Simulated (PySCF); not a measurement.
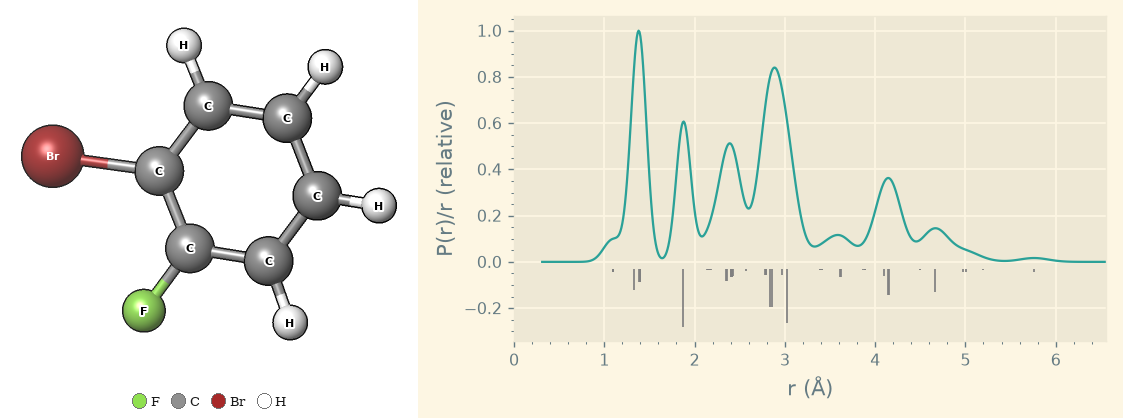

Simulated gas electron diffraction: radial distribution curve of C6H4BrF. Each pair of atoms contributes with weight ZᵢZⱼ/r (bars below the curve); damping constant 0.002 Å²; vibrational amplitudes assumed, not computed: 0.05 Å for bonds, 0.078 Å for bonds to H, 0.06 + 0.015 r up to 0.15 Å for other pairs. The geometry is the end point of an optimisation (PBE0-D3(BJ)/def2-SVP geometry optimisation, gas phase in PySCF 2.14.0, density-fitted response routines); it may be a saddle point or a higher isomer. SMILES: Fc1ccccc1Br.

> Assign the first 7 clear peaks of the radial distribution curve (– bonded, ··· not bonded).

Peak 1, 1.38 Å: F–C 1.32 Å, C–C 1.39–1.40 Å (×6), not resolved
Peak 2, 1.88 Å: Br–C 1.88 Å
Peak 3, 2.39 Å: C···H 2.14–2.18 Å (×8), F···C 2.34–2.36 Å (×2), C···C 2.40–2.42 Å (×6), not resolved
Peak 4, 2.89 Å: C···C 2.78–2.79 Å (×3), Br···C 2.84–2.86 Å (×2), Br···F 3.02 Å, not resolved
Peak 5, 3.59 Å: C···H 3.39–3.42 Å (×8), F···C 3.61–3.62 Å (×2), not resolved
Peak 6, 4.15 Å: F···C 4.10 Å, Br···C 4.15–4.16 Å (×2), not resolved
Peak 7, 4.67 Å: Br···C 4.67 Å, Br···H 4.97–5.01 Å (×2), not resolved
